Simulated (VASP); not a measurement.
# Mg(0001) over its thickness, part 5 of 7

How many layers does a slab of Mg(0001) need before surface energy, work function and relaxation settle?

VASP 6.6.1; PBE; plane waves and PAW (Mg).

So far. Step 12 (Surface relaxation, layers 8): The run ended after 13 ionic steps, 0.008 eV below its first step, once the forces on the free atoms met EDIFFG = -0.01. Step 13 (The vacuum level, layers 8): The vacuum level lies 3.65 eV above the Fermi level at the upper face; both faces agree, as the slab has next to no dipole.

## 14. Surface relaxation, layers 9

System of this step: Mg(0001). The cell holds 9 atoms: 9 Mg. Its edges and angles: a = 3.186 Å, b = 3.186 Å, c = 35.803 Å, α = 90.0°, β = 90.0°, γ = 60.0°. It derives from Mg. 9 layers of hcp Mg, cut at this functional's lattice. Vacuum lies along c.

File INCAR:

```
SYSTEM = Mg
PREC = Normal
ENCUT = 320
EDIFF = 1E-06
NELM = 120
ISMEAR = 1
SIGMA = 0.15
LREAL = .FALSE.
ALGO = Fast
GGA = PE
NBANDS = 18
LORBIT = 11
LWAVE = .FALSE.
LCHARG = .FALSE.
KPAR = 4
IBRION = 2
NSW = 50
ISIF = 2
EDIFFG = -0.01
POTIM = 0.4
MAXMIX = 40
```

File POSCAR:

```
Mg
1.0
    3.1860766385      0.0000000000      0.0000000000
    1.5930383192      2.7592233073      0.0000000000
    0.0000000000      0.0000000000     35.8030421000
Mg
9
Direct
    0.0000000000      0.0000000000      0.2094794100
    0.6666666700      0.6666666700      0.2821095500
    0.0000000000      0.0000000000      0.3547397000
    0.6666666700      0.6666666700      0.4273698500
    0.0000000000      0.0000000000      0.5000000000
    0.6666666700      0.6666666700      0.5726301500
    0.0000000000      0.0000000000      0.6452603000
    0.6666666700      0.6666666700      0.7178904500
    0.0000000000      0.0000000000      0.7905205900
```

File KPOINTS:

```
Automatic mesh
0
Gamma
12 12 1
0 0 0
```

Potentials, in the order of the species: Mg (PBE family, release 64).

The run is started by

```sh
$ mpirun -np 4 vasp_std
```

The log of the run:

```text
[banner, memory and clock lines left out]
running    4 mpi-ranks, on    1 nodes
[...]
LDA part: xc-table for (Slater+PW92), standard interpolation
 POSCAR, INCAR and KPOINTS ok, starting setup
[...]
entering main loop
       N       E                     dE             d eps       ncg     rms          rms(c)
DAV:   1     0.161022775230E+02    0.16102E+02   -0.37335E+03   684   0.468E+02
DAV:   2    -0.119335743425E+02   -0.28036E+02   -0.25999E+02   898   0.710E+01
DAV:   3    -0.131480162253E+02   -0.12144E+01   -0.11666E+01   922   0.137E+01
DAV:   4    -0.131769307110E+02   -0.28914E-01   -0.28871E-01   938   0.256E+00
[...]
RMM:  18    -0.129306295960E+02   -0.80431E-05   -0.39947E-07   488   0.276E-03    0.394E-04
RMM:  19    -0.129306361109E+02   -0.65150E-05   -0.23840E-07   428   0.182E-03    0.131E-04
RMM:  20    -0.129306365173E+02   -0.40642E-06   -0.56397E-08   370   0.127E-03
   1 F= -.12930637E+02 E0= -.12927753E+02  d E =-.129306E+02
[... from here on, the cycles between the ionic steps are left out ...]
   2 F= -.12930843E+02 E0= -.12927955E+02  d E =-.206690E-03
   3 F= -.12931355E+02 E0= -.12928457E+02  d E =-.718309E-03
   4 F= -.12931900E+02 E0= -.12928986E+02  d E =-.126359E-02
   5 F= -.12931942E+02 E0= -.12929024E+02  d E =-.130510E-02
   6 F= -.12932305E+02 E0= -.12929388E+02  d E =-.363600E-03
   7 F= -.12933192E+02 E0= -.12930287E+02  d E =-.125012E-02
   8 F= -.12934006E+02 E0= -.12931175E+02  d E =-.206411E-02
   9 F= -.12934358E+02 E0= -.12931539E+02  d E =-.352655E-03
  10 F= -.12935281E+02 E0= -.12932507E+02  d E =-.127488E-02
  11 F= -.12936489E+02 E0= -.12933825E+02  d E =-.248281E-02
  12 F= -.12936164E+02 E0= -.12933753E+02  d E =-.215787E-02
  13 F= -.12936814E+02 E0= -.12934255E+02  d E =-.280818E-02
  14 F= -.12937079E+02 E0= -.12934517E+02  d E =-.265213E-03
  15 F= -.12937495E+02 E0= -.12934921E+02  d E =-.680723E-03
[...]
reached required accuracy - stopping structural energy minimisation
```

Elapsed: 2.6 min, on 4 MPI ranks of AMD EPYC 7571, shared host; peak memory 0.74 GiB.

From OUTCAR (step 14):

```text
  Total       -0.0405149     -0.0405149     -0.0384956      0.0000000      0.0000000      0.0000000
  in kB       -0.2062349     -0.2062349     -0.1959560      0.0000000      0.0000000      0.0000000
  external PRESSURE =      -0.2028086 kB  Pullay stress =       0.0000000 kB

 POSITION                                       TOTAL-FORCE (eV/Angst)
 -----------------------------------------------------------------------------------
      0.00000      0.00000      7.61114         0.000000      0.000000      0.002279
      3.18608      1.83948     10.21951         0.000000      0.000000      0.001797
      0.00000      0.00000     12.79021        -0.000000     -0.000000     -0.003497
      3.18608      1.83948     15.34641        -0.000000     -0.000000     -0.003990
      0.00000      0.00000     17.90152        -0.000000      0.000000      0.000000
      3.18608      1.83948     20.45664        -0.000000     -0.000000      0.003990
      0.00000      0.00000     23.01283        -0.000000     -0.000000      0.003497
      3.18608      1.83948     25.58353         0.000000      0.000000     -0.001797
      0.00000      0.00000     28.19190         0.000000      0.000000     -0.002279
 -----------------------------------------------------------------------------------
    total drift:                                0.000073      0.000042      0.000000

  FREE ENERGIE OF THE ION-ELECTRON SYSTEM (eV)
  ---------------------------------------------------
  free  energy   TOTEN  =       -12.9374946318 eV

  energy  without entropy=      -12.9297747835  energy(sigma->0) =      -12.93492135

[... 1 part as in an earlier step ...]

[... 3 further parts left out ...]
[key lines of the parts left out:]
E-fermi :   0.4883
```

The run ended after 15 ionic steps, 0.007 eV below its first step, once the forces on the free atoms met EDIFFG = -0.01.

## 15. The vacuum level, layers 9

Changes to INCAR since step 14:

```diff
@@ -15,7 +15,6 @@
 KPAR = 4
-IBRION = 2
-NSW = 50
-ISIF = 2
-EDIFFG = -0.01
-POTIM = 0.4
-MAXMIX = 40
+IDIPOL = 3
+LDIPOL = .TRUE.
+DIPOL = 0.5 0.5 0.5
+LVHAR = .TRUE.
+LVACPOTAV = .TRUE.
```

File POSCAR:

```
Mg
1.0
    3.1860766385      0.0000000000      0.0000000000
    1.5930383192      2.7592233073      0.0000000000
    0.0000000000      0.0000000000     35.8030421000
Mg
9
Direct
    0.0000000000      0.0000000000      0.2125837162
    0.6666666700      0.6666666700      0.2854368403
    0.0000000000      0.0000000000      0.3572380580
    0.6666666700      0.6666666700      0.4286341159
    0.0000000000      0.0000000000      0.5000000000
    0.6666666700      0.6666666700      0.5713658841
    0.0000000000      0.0000000000      0.6427619420
    0.6666666700      0.6666666700      0.7145631597
    0.0000000000      0.0000000000      0.7874162838
```

KPOINTS is that of step 14.

The run is started by

```sh
$ mpirun -np 4 vasp_std
```

The log of the run:

```text
[... set-up lines as in an earlier step ...]
 entering main loop
       N       E                     dE             d eps       ncg     rms          rms(c)
DAV:   1     0.164545068666E+02    0.16455E+02   -0.37389E+03   684   0.468E+02
DAV:   2    -0.119559839345E+02   -0.28410E+02   -0.26341E+02   912   0.715E+01
DAV:   3    -0.131640202546E+02   -0.12080E+01   -0.11646E+01   914   0.138E+01
DAV:   4    -0.131926477057E+02   -0.28627E-01   -0.28591E-01   954   0.258E+00
[...]
RMM:  18    -0.129374869549E+02   -0.12481E-04   -0.61128E-07   609   0.277E-03    0.364E-04
RMM:  19    -0.129374942192E+02   -0.72642E-05   -0.25156E-07   499   0.182E-03    0.180E-04
RMM:  20    -0.129374950521E+02   -0.83295E-06   -0.49595E-08   393   0.125E-03
 [... a notice as in an earlier step ...]

   1 F= -.12937495E+02 E0= -.12934922E+02  d E =-.771888E-02
```

Elapsed: 35 s, on 4 MPI ranks; peak memory 0.68 GiB.

OUTCAR, selected parts (step 15):

```text
  Total       -0.0405714     -0.0405714     -0.0381932      0.0000000      0.0000000     -0.0000000
  in kB       -0.2065225     -0.2065225     -0.1944167      0.0000000      0.0000000     -0.0000000
  external PRESSURE =      -0.2024872 kB  Pullay stress =       0.0000000 kB

 POSITION                                       TOTAL-FORCE (eV/Angst)
 -----------------------------------------------------------------------------------
      0.00000      0.00000      7.61114         0.000000      0.000000      0.002466
      3.18608      1.83948     10.21951         0.000000     -0.000000      0.001979
      0.00000      0.00000     12.79021        -0.000000     -0.000000     -0.003758
      3.18608      1.83948     15.34641        -0.000000      0.000000     -0.003701
      0.00000      0.00000     17.90152         0.000000      0.000000      0.000000
      3.18608      1.83948     20.45664        -0.000000      0.000000      0.003701
      0.00000      0.00000     23.01283        -0.000000     -0.000000      0.003758
      3.18608      1.83948     25.58353         0.000000      0.000000     -0.001979
      0.00000      0.00000     28.19190         0.000000      0.000000     -0.002466
 -----------------------------------------------------------------------------------
    total drift:                                0.000073      0.000042      0.000000

  FREE ENERGIE OF THE ION-ELECTRON SYSTEM (eV)
  ---------------------------------------------------
  free  energy   TOTEN  =       -12.9374950521 eV

  energy  without entropy=      -12.9297761684  energy(sigma->0) =      -12.93492209

[... 2 parts as in an earlier step ...]

[... 1 further part left out ...]
[key lines of the parts left out:]
E-fermi :   0.4880
```

The planar average of the electrostatic potential oscillates, so the rows of the table below give means over windows of 2.57 Å about each position, cut where the curve ends. Its maxima inside the range that stand out by 2 % of the span (Å: eV): 9.0: 0.959, 11.5: 0.873, 14.1: 0.818, 16.7: 0.788, 19.1: 0.788, 21.7: 0.818, 24.3: 0.873, 26.9: 0.959. Its minima: 7.6: -6.45, 10.2: -6.38, 12.8: -6.42, 15.3: -6.45, 17.9: -6.49, 20.5: -6.45, 23.0: -6.42, 25.6: -6.38, 28.2: -6.45.

Zero at the Fermi level. Table of planar average of the electrostatic potential by height; means over each step:

| height (Å) | planar average of the electrostatic potential (eV) |
| --- | --- |
| 1.28 | 3.67 |
| 3.85 | 3.64 |
| 6.42 | -0.216 |
| 8.99 | -2.54 |
| 11.56 | -2.67 |
| 14.13 | -2.74 |
| 16.70 | -2.76 |
| 19.27 | -2.76 |
| 21.84 | -2.74 |
| 24.41 | -2.67 |
| 26.98 | -2.54 |
| 29.55 | 0.468 |
| 32.12 | 3.65 |
| 34.69 | 3.67 |

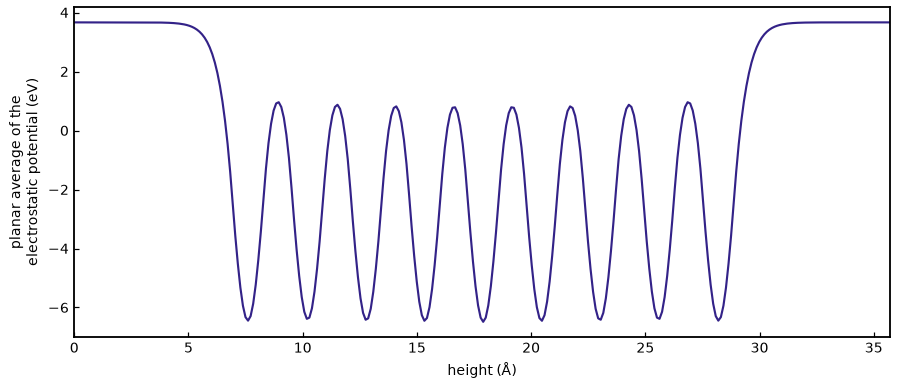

Planar average of the electrostatic potential, plotted against height.

The vacuum level lies 3.67 eV above the Fermi level at the upper face; both faces agree, as the slab has next to no dipole.

The program found no field-free point at its default tolerance, but its printed level agrees with the flat part of the planar average.

## 16. Relaxing the slab, layers 10

System of this step: Mg(0001). The cell holds 10 atoms: 10 Mg. Cell: a = 3.186 Å, b = 3.186 Å, c = 38.403 Å, α = 90.0°, β = 90.0°, γ = 60.0°. It derives from Mg. 10 layers of hcp Mg, cut at this functional's lattice. Vacuum lies along c.

File INCAR:

```
SYSTEM = Mg
PREC = Normal
ENCUT = 320
EDIFF = 1E-06
NELM = 120
ISMEAR = 1
SIGMA = 0.15
LREAL = .FALSE.
ALGO = Fast
GGA = PE
NBANDS = 20
LORBIT = 11
LWAVE = .FALSE.
LCHARG = .FALSE.
KPAR = 4
IBRION = 2
NSW = 50
ISIF = 2
EDIFFG = -0.01
POTIM = 0.4
MAXMIX = 40
```

File POSCAR:

```
Mg
1.0
    3.1860766385      0.0000000000      0.0000000000
    1.5930383192      2.7592233073      0.0000000000
    0.0000000000      0.0000000000     38.4034223625
Mg
10
Direct
    0.6666666700      0.6666666700      0.1952950900
    0.0000000000      0.0000000000      0.2630073000
    0.6666666700      0.6666666700      0.3307195000
    0.0000000000      0.0000000000      0.3984317000
    0.6666666700      0.6666666700      0.4661439000
    0.0000000000      0.0000000000      0.5338561000
    0.6666666700      0.6666666700      0.6015683000
    0.0000000000      0.0000000000      0.6692805000
    0.6666666700      0.6666666700      0.7369927000
    0.0000000000      0.0000000000      0.8047049100
```

KPOINTS is that of step 15.

The run is started by

```sh
$ mpirun -np 4 vasp_std
```

The log of the run:

```text
[banner, memory and clock lines left out]
running    4 mpi-ranks, on    1 nodes
[...]
LDA part: xc-table for (Slater+PW92), standard interpolation
 POSCAR, INCAR and KPOINTS ok, starting setup
[...]
entering main loop
       N       E                     dE             d eps       ncg     rms          rms(c)
DAV:   1     0.174397809919E+02    0.17440E+02   -0.42339E+03   760   0.469E+02
DAV:   2    -0.132243054610E+02   -0.30664E+02   -0.29096E+02   932   0.733E+01
DAV:   3    -0.146530811437E+02   -0.14288E+01   -0.13630E+01  1028   0.141E+01
DAV:   4    -0.146874856332E+02   -0.34404E-01   -0.34286E-01  1044   0.256E+00
[...]
RMM:  19    -0.144386087527E+02   -0.56073E-05   -0.17860E-07   486   0.167E-03    0.223E-04
RMM:  20    -0.144386107872E+02   -0.20345E-05   -0.50511E-08   394   0.111E-03    0.898E-05
RMM:  21    -0.144386112119E+02   -0.42475E-06   -0.12933E-08   344   0.924E-04
   1 F= -.14438611E+02 E0= -.14437013E+02  d E =-.144386E+02
[... from here on, the cycles between the ionic steps are left out ...]
   2 F= -.14439073E+02 E0= -.14437499E+02  d E =-.461454E-03
   3 F= -.14440066E+02 E0= -.14438564E+02  d E =-.145517E-02
   4 F= -.14440317E+02 E0= -.14438952E+02  d E =-.170598E-02
   5 F= -.14440493E+02 E0= -.14439075E+02  d E =-.188155E-02
   6 F= -.14440685E+02 E0= -.14439238E+02  d E =-.192404E-03
   7 F= -.14441025E+02 E0= -.14439521E+02  d E =-.532479E-03
   8 F= -.14441061E+02 E0= -.14439524E+02  d E =-.567915E-03
   9 F= -.14441275E+02 E0= -.14439729E+02  d E =-.214512E-03
  10 F= -.14441672E+02 E0= -.14440107E+02  d E =-.611556E-03
  11 F= -.14441310E+02 E0= -.14439693E+02  d E =-.249552E-03
  12 F= -.14441724E+02 E0= -.14440147E+02  d E =-.663416E-03
  13 F= -.14441909E+02 E0= -.14440319E+02  d E =-.184534E-03
  14 F= -.14442315E+02 E0= -.14440693E+02  d E =-.590594E-03
  15 F= -.14442435E+02 E0= -.14440748E+02  d E =-.710558E-03
  16 F= -.14442500E+02 E0= -.14440838E+02  d E =-.776231E-03
  17 F= -.14442693E+02 E0= -.14440994E+02  d E =-.192528E-03
  18 F= -.14443100E+02 E0= -.14441304E+02  d E =-.599575E-03
[...]
reached required accuracy - stopping structural energy minimisation
```

Elapsed: 3.7 min, on 4 MPI ranks; peak memory 0.77 GiB; 15 min of CPU time.

From OUTCAR (step 16):

```text
  Total       -0.3336254     -0.3336254     -0.1649154      0.0000000      0.0000000     -0.0000000
  in kB       -1.5832761     -1.5832761     -0.7826340      0.0000000      0.0000000     -0.0000000
  external PRESSURE =      -1.3163954 kB  Pullay stress =       0.0000000 kB

 POSITION                                       TOTAL-FORCE (eV/Angst)
 -----------------------------------------------------------------------------------
      3.18608      1.83948      7.54348         0.000000     -0.000000      0.006181
      3.18608      0.00000     10.17970        -0.000000      0.000000      0.003053
      3.18608      1.83948     12.76260         0.000000      0.000000      0.000588
      1.59304      2.75922     15.34376        -0.000000     -0.000000     -0.006730
      3.18608      1.83948     17.91380        -0.000000     -0.000000     -0.003832
      0.00000      0.00000     20.48962         0.000000      0.000000      0.003832
      3.18608      1.83948     23.05967         0.000000      0.000000      0.006730
      0.00000      0.00000     25.64082        -0.000000     -0.000000     -0.000588
      3.18608      1.83948     28.22373         0.000000      0.000000     -0.003053
      3.18608      0.00000     30.85994        -0.000000      0.000000     -0.006181
 -----------------------------------------------------------------------------------
    total drift:                                0.000087      0.000050     -0.000019

  FREE ENERGIE OF THE ION-ELECTRON SYSTEM (eV)
  ---------------------------------------------------
  free  energy   TOTEN  =       -14.4430998947 eV

  energy  without entropy=      -14.4377109391  energy(sigma->0) =      -14.44130358

[... 1 part as in an earlier step ...]

[... 3 further parts left out ...]
[key lines of the parts left out:]
E-fermi :   0.6293
```

The run ended after 18 ionic steps, 0.004 eV below its first step, once the forces on the free atoms met EDIFFG = -0.01.

## 17. The vacuum level, layers 10

Changes to INCAR since step 16:

```diff
@@ -15,7 +15,6 @@
 KPAR = 4
-IBRION = 2
-NSW = 50
-ISIF = 2
-EDIFFG = -0.01
-POTIM = 0.4
-MAXMIX = 40
+IDIPOL = 3
+LDIPOL = .TRUE.
+DIPOL = 0.5 0.5 0.5
+LVHAR = .TRUE.
+LVACPOTAV = .TRUE.
```

File POSCAR:

```
Mg
1.0
    3.1860766385      0.0000000000      0.0000000000
    1.5930383192      2.7592233073      0.0000000000
    0.0000000000      0.0000000000     38.4034223625
Mg
10
Direct
    0.6666666700      0.6666666700      0.1964272923
    0.0000000000      0.0000000000      0.2650726396
    0.6666666700      0.6666666700      0.3323298642
    0.0000000000      0.0000000000      0.3995413732
    0.6666666700      0.6666666700      0.4664636429
    0.0000000000      0.0000000000      0.5335363571
    0.6666666700      0.6666666700      0.6004586268
    0.0000000000      0.0000000000      0.6676701358
    0.6666666700      0.6666666700      0.7349273604
    0.0000000000      0.0000000000      0.8035727077
```

KPOINTS is that of step 16.

The run is started by

```sh
$ mpirun -np 4 vasp_std
```

The log of the run:

```text
[... set-up lines as in an earlier step ...]
 entering main loop
       N       E                     dE             d eps       ncg     rms          rms(c)
DAV:   1     0.175571641150E+02    0.17557E+02   -0.42370E+03   760   0.469E+02
DAV:   2    -0.132213987259E+02   -0.30779E+02   -0.29200E+02   928   0.735E+01
DAV:   3    -0.146646311888E+02   -0.14432E+01   -0.13774E+01  1040   0.141E+01
DAV:   4    -0.146974176058E+02   -0.32786E-01   -0.32686E-01  1052   0.247E+00
[...]
RMM:  19    -0.144430975734E+02   -0.59923E-05   -0.20650E-07   577   0.167E-03    0.227E-04
RMM:  20    -0.144430998728E+02   -0.22994E-05   -0.50654E-08   404   0.109E-03    0.105E-04
RMM:  21    -0.144431005063E+02   -0.63358E-06   -0.16909E-08   348   0.919E-04
 [... a notice as in an earlier step ...]

   1 F= -.14443101E+02 E0= -.14441303E+02  d E =-.539338E-02
```

Wall time 42 s (4 MPI ranks); peak memory 0.71 GiB.

OUTCAR, selected parts (step 17):

```text
  Total       -0.3336990     -0.3336990     -0.1637437      0.0000000      0.0000000     -0.0000000
  in kB       -1.5836255     -1.5836255     -0.7770738      0.0000000      0.0000000     -0.0000000
  external PRESSURE =      -1.3147749 kB  Pullay stress =       0.0000000 kB

 POSITION                                       TOTAL-FORCE (eV/Angst)
 -----------------------------------------------------------------------------------
      3.18608      1.83948      7.54348        -0.000000      0.000000      0.006238
      0.00000      0.00000     10.17970        -0.000000     -0.000000      0.003054
      3.18608      1.83948     12.76260        -0.000000     -0.000000      0.000683
      0.00000      0.00000     15.34376        -0.000000     -0.000000     -0.006800
      3.18608      1.83948     17.91380        -0.000000      0.000000     -0.003764
      0.00000      0.00000     20.48962         0.000000      0.000000      0.003764
      3.18608      1.83948     23.05967         0.000000      0.000000      0.006800
      0.00000      0.00000     25.64082         0.000000     -0.000000     -0.000683
      3.18608      1.83948     28.22373         0.000000      0.000000     -0.003054
      0.00000      0.00000     30.85994        -0.000000     -0.000000     -0.006238
 -----------------------------------------------------------------------------------
    total drift:                                0.000087      0.000050     -0.000018

  FREE ENERGIE OF THE ION-ELECTRON SYSTEM (eV)
  ---------------------------------------------------
  free  energy   TOTEN  =       -14.4431005063 eV

  energy  without entropy=      -14.4377071278  energy(sigma->0) =      -14.44130271

[... 2 parts as in an earlier step ...]

[... 1 further part left out ...]
[key lines of the parts left out:]
E-fermi :   0.6287
```

The planar average of the electrostatic potential oscillates, so the rows of the table below give means over windows of 2.57 Å about each position, cut where the curve ends. Its maxima inside the range that stand out by 2 % of the span (Å: eV): 8.9: 1.01, 11.4: 0.909, 14.1: 0.904, 16.6: 0.844, 19.2: 0.875, 21.8: 0.844, 24.3: 0.904, 27.0: 0.909, 29.5: 1.01. Its minima: 7.5: -6.46, 10.2: -6.40, 12.8: -6.41, 15.3: -6.45, 17.9: -6.45, 20.5: -6.45, 23.1: -6.45, 25.6: -6.41, 28.2: -6.40, 30.9: -6.46.

Zero at the Fermi level. The planar average of the electrostatic potential by height; means over each step:

| height (Å) | planar average of the electrostatic potential (eV) |
| --- | --- |
| 1.28 | 3.69 |
| 3.85 | 3.66 |
| 6.42 | -0.460 |
| 8.99 | -2.46 |
| 11.56 | -2.62 |
| 14.13 | -2.65 |
| 16.70 | -2.69 |
| 19.27 | -2.69 |
| 21.84 | -2.69 |
| 24.41 | -2.65 |
| 26.98 | -2.62 |
| 29.55 | -2.46 |
| 32.12 | 0.100 |
| 34.69 | 3.67 |
| 37.26 | 3.69 |

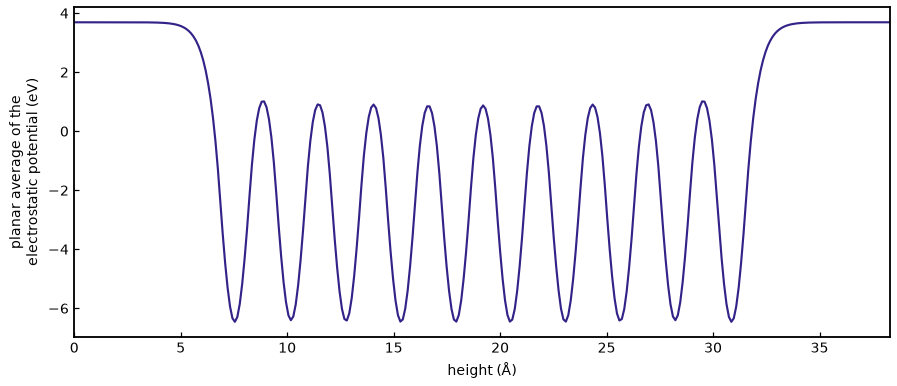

Planar average of the electrostatic potential, plotted against height.

The vacuum level lies 3.69 eV above the Fermi level at the upper face; both faces agree, as the slab has next to no dipole.

The program found no field-free point at its default tolerance, but its printed level agrees with the flat part of the planar average.

(Continued in part 6 of 7.)

[Lines on the potential files, build, host, timing and source positions are cut from VASP's logs without a mark.]

[Logs are printed without paths, hosts, clocks, repeated set-up lines and the standing remarks that a program may print on its own settings, such as how far it seeks lower states.]

[Hosts, paths, dates, database ids (printed as entryN), source tags and the programs' standing remarks are cut or masked in the printed files.]

[Runs that stopped without an error message from VASP are left out.]
